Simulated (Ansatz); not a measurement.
# Si2H6TeO (SMILES O[SiH]([SiH3])[TeH]): levels of theory compared

Wanted: a comparison of 5 runs (HF/3-21G, CAM-B3LYP/def2-SVP, PBE0/def2-SVP, RPBE-D4/def2-TZVP, MP2/def2-SVP) of Si2H6TeO. 

Program for the calculation: Ansatz 0.2.0.

3 further runs of the same task are left out: 1 for a known fault of the program, 1 that didn't finish, 1 set aside as unsound or not needed.

**1. The structure to begin with**

Si2H6TeO has 10 atoms, charge 0, and is taken as a singlet. As SMILES, `O[SiH]([SiH3])[TeH]`. The coordinates come from a PBE0-D4/def2-TZVP relaxation. This is one conformer, not always the lowest.

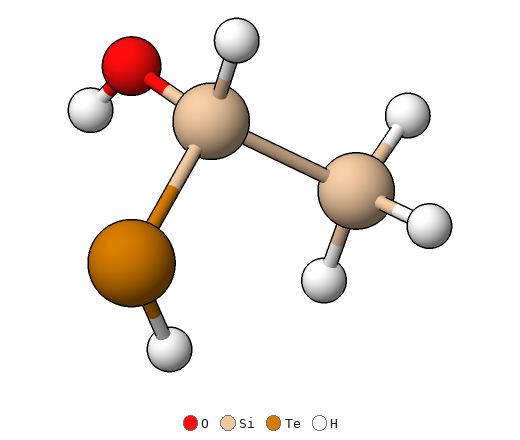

Viewed from a chosen angle; oxygen red, silicon light orange, tellurium orange, hydrogen white.

**2. Energy and forces at HF/3-21G (run 1)**

Input file in.yaml:

```yaml
crystal:
  periodic: [false, false, false]
  atoms:
    - {symbol: O, position_ang: [-0.730300, 1.867800, -0.830700]}
    - {symbol: Si, position_ang: [-0.542100, 0.748000, 0.366200]}
    - {symbol: Si, position_ang: [1.428000, -0.500900, 0.173200]}
    - {symbol: Te, position_ang: [-2.414500, -0.909000, 0.488700]}
    - {symbol: H, position_ang: [-0.982600, 1.544600, -1.697400]}
    - {symbol: H, position_ang: [-0.611700, 1.520800, 1.630100]}
    - {symbol: H, position_ang: [1.316500, -1.383200, -1.021500]}
    - {symbol: H, position_ang: [1.599200, -1.346500, 1.383600]}
    - {symbol: H, position_ang: [2.622300, 0.372100, 0.009600]}
    - {symbol: H, position_ang: [-1.601700, -1.964800, -0.498900]}
basis:
  gaussian:
    orbitals: 3-21G-spherical.json
hamiltonian:
  xc: hf
accuracy: high
output: {forces: true, orbitals: {seedname: orbitals}}
```

The basis set 3-21G is read from a file made from the Basis Set Exchange's data (not shown).

Command:

```
$ ansatz run in.yaml --threads 1 --pin off --max-ram 2610MiB --events-out events.jsonl --progress --plain --runs-dir runs
```

Log (excerpt; [...] marks lines left out):

```text
Warning: RAYON_NUM_THREADS=1 ignored (pool sized by the plan → 1); use --threads N
Functional definition: HF
  name "HF"
[...]
1698 factors; integrals over basis functions are off by at most 8.1e-9 eV
[...]
mean field -196886.46978503 eV, -7235.4443101574 hartree, gradient 2.6e-8 eV, S^2 0.000000; 0 other end points of the search recorded, 0 dependent functions left out
[...]
reference -196886.46978503 eV, -7235.4443101574 hartree; 47, 47 occupied and 31, 31 virtual orbitals, 1698 factors
Total energy: -196886.46978503 eV, -7235.4443101574 hartree
Atom 0 at    -0.730300     1.867800    -0.830700 Å, force    -0.197180     0.478445    -0.965932 eV/Å
Atom 1 at    -0.542100     0.748000     0.366200 Å, force     0.867933     0.295715     1.543569 eV/Å
Atom 2 at     1.428000    -0.500900     0.173200 Å, force     0.480141    -0.099301    -0.040787 eV/Å
Atom 3 at    -2.414500    -0.909000     0.488700 Å, force    -1.087686    -0.552832     0.247938 eV/Å
Atom 4 at    -0.982600     1.544600    -1.697400 Å, force    -0.072048     0.394549    -0.512458 eV/Å
Atom 5 at    -0.611700     1.520800     1.630100 Å, force     0.078648    -0.179614    -0.067539 eV/Å
Atom 6 at     1.316500    -1.383200    -1.021500 Å, force    -0.022738    -0.017175     0.018558 eV/Å
Atom 7 at     1.599200    -1.346500     1.383600 Å, force    -0.078295     0.028757    -0.016028 eV/Å
Atom 8 at     2.622300     0.372100     0.009600 Å, force    -0.033308     0.011368     0.018618 eV/Å
Atom 9 at    -1.601700    -1.964800    -0.498900 Å, force     0.064533    -0.359911    -0.225939 eV/Å
Dipole moment:     0.208740    -0.166292    -0.243680 e Å
```

It took 15 s on 1 thread of Intel Xeon at 2.50GHz (Skylake/Cascade Lake), shared host.

**3. Energy and gradient at CAM-B3LYP/def2-SVP (core potential) (run 2)**

Edit in.yaml of step 2 so:

```diff
@@ -14,6 +14,4 @@
 basis:
-  gaussian:
-    orbitals: 3-21G-spherical.json
-hamiltonian:
-  xc: hf
+  gaussian: {orbitals: def2-SVP}
+hamiltonian: {xc: {name: CAM-B3LYP}}
 accuracy: high
```

Command:

```
$ ansatz run in.yaml --threads 1 --pin off --max-ram 2610MiB --events-out events.jsonl --progress --plain --runs-dir runs
```

Log:

```text
Warning: RAYON_NUM_THREADS=1 ignored (pool sized by the plan → 1); use --threads N
[... 18 lines left out ...]
Total energy: -25187.11679638 eV, -925.6094698259 hartree
[... 10 lines left out ...]
Dipole moment:     0.082596    -0.086775    -0.220559 e Å
```

It took 50 s on 1 thread of Intel Xeon at 2.50GHz (Skylake/Cascade Lake), shared host; peak memory 0.52 GiB.

Runs 3 to 4 aren't shown in full; the table further down has their settings and results.

**4. Energy and gradient at MP2/def2-SVP (core potential) (run 5)**

Edit in.yaml of step 3 so:

```diff
@@ -14,5 +14,10 @@
 basis:
-  gaussian: {orbitals: def2-SVP}
-hamiltonian: {xc: {name: CAM-B3LYP}}
+  gaussian:
+    orbitals: def2-SVP
+output:
+  forces: true
+  orbitals: {seedname: orbitals}
 accuracy: high
-output: {forces: true, orbitals: {seedname: orbitals}}
+correlation:
+  method: mp2
+  frozen_orbitals: {H: 0, O: 1, Si: 5, Te: 4}
```

Command:

```
$ ansatz run in.yaml --threads 1 --pin off --max-ram 2610MiB --events-out events.jsonl --progress --plain --runs-dir runs
```

Log:

```text
Warning: RAYON_NUM_THREADS=1 ignored (pool sized by the plan → 1); use --threads N
[... 10 lines left out ...]
15 core orbitals not correlated: weight in the atoms' cores, before any rotation towards them, 1.000 or more for the frozen orbitals, at most 0.000 for the correlated occupied ones
[... 4 lines left out ...]
Total energy: -25130.49249306 eV, -923.5285650603 hartree
[... 10 lines left out ...]
Dipole moment:     0.088386    -0.084173    -0.238165 e Å
```

Run time: 53 s. Hardware: 1 thread of Intel Xeon at 2.50GHz (Skylake/Cascade Lake), shared host; peak memory 0.48 GiB.

**5. The series**

| run | level | core potential | task | energy (Eh) | dipole moment (D) | HOMO energy (eV) | LUMO energy (eV) | wall time |
| --- | --- | --- | --- | --- | --- | --- | --- | --- |
| 1 | HF/3-21G | none | gradient | -7235.444310 | 1.74 | -8.98 | 2.28 | 15 s |
| 2 | CAM-B3LYP/def2-SVP (core potential) | def2-SVP | gradient | -925.609470 | 1.21 | -7.74 | 0.46 | 50 s |
| 3 | PBE0/def2-SVP (core potential) | def2-SVP | gradient | -925.321005 | 1.21 | -6.59 | -0.66 | 50 s |
| 4 | RPBE-D4/def2-TZVP (core potential) | def2-TZVP | energy | -925.986239 | – | – | – | 12 s |
| 5 | MP2/def2-SVP (core potential) | def2-SVP | gradient | -923.528565 | 1.29 | -8.85 | 2.54 | 53 s |

**6. Summary of results**

| quantity | value |
| --- | --- |
| run 5: total energy | -923.52857 Eh |
| run 5: dipole moment (correlated density) | 1.29 D |
| run 5: HOMO energy (Hartree–Fock orbitals) | -8.85 eV |
| run 5: LUMO energy (Hartree–Fock orbitals) | 2.54 eV |
| run 5: HOMO–LUMO gap (Hartree–Fock orbitals) | 11.39 eV |
| run 5: correlation energy (15 core orbitals frozen) | -508.5 mEh |
| run 5: largest force on an atom | 0.701 eV/Å |

In words: Over runs 1, 2, 3, 5 the dipole moment (its size) runs from 1.21 D (CAM-B3LYP/def2-SVP) to 1.74 D (HF/3-21G). The two ends differ in method and basis and core potential. Over runs 1, 2, 3 the HOMO–LUMO gap runs from 5.93 eV (PBE0/def2-SVP) to 11.26 eV (HF/3-21G). Totals of different functionals can't be ranked against each other. Some runs of one species differ in core potentials or relativity; totals across that change don't compare. In run 1 relativity is left out where basis or elements ask for it. All runs together took 3 min, the longest 53 s.
